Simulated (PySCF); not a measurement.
C₂H₇BN₂, SMILES C=CB(N)N, singlet, PBE0/def2-SVP optimised geometry. Atoms within 1.6 Å of the plane z = 0.0 Å (x, y, z in Å): B1 (-0.09, -0.66, 0.00), C2 (-0.87, 0.71, 0.00), C3 (-0.40, 1.86, -0.50), H4 (-1.89, 0.73, 0.41), H5 (-0.98, 2.79, -0.50), H6 (0.60, 1.92, -0.96), N7 (-0.84, -1.87, -0.01), H8 (-1.84, -1.87, -0.09), H9 (-0.43, -2.79, -0.04), N10 (1.32, -0.66, 0.00), H11 (1.89, -1.49, -0.03), H12 (1.85, 0.19, 0.14).

Computed with PySCF with PBE0/def2-TZVP. Cells within 0.4 Å of a nucleus heavier than hydrogen are left out (blank, or x).

Map of the deformation density (molecule minus spherical neutral atoms) (e/bohr³) on the plane z = 0.0 Å:

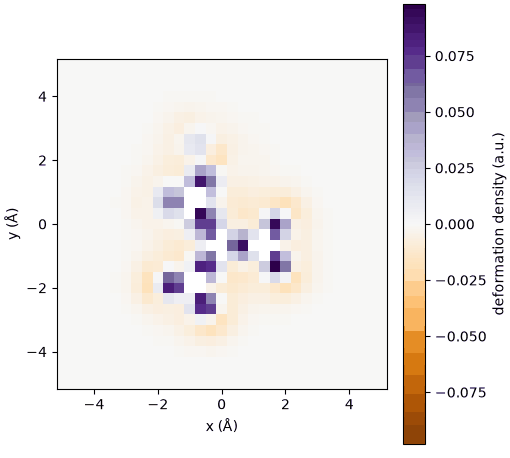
Figure: Deformation density (molecule minus spherical neutral atoms) (e/bohr³) on the plane z = 0.0 Å.
